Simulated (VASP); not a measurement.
Band structure of C (diamond). These are PBE GGA with D3 dispersion (Becke-Johnson damping), VASP's PBE PAW potentials (set 64) (plane waves; VASP) values and carry that method's errors.

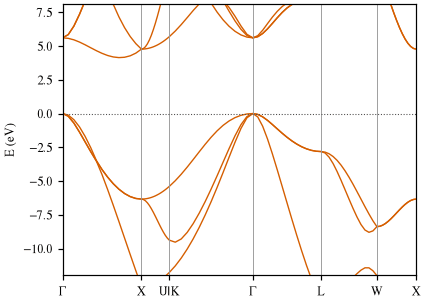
*Bands along high-symmetry lines, zero at the valence-band maximum or, without a gap, the Fermi level*

Q: Read the plot: is there a gap, and where are the band edges?

A: The gap is indirect, 4.14 eV, from the valence maximum at Γ to the conduction minimum at Γ-X at 0.71. (Edges off the drawn lines would not show.)

The compound is C in the diamond structure. It was relaxed first.
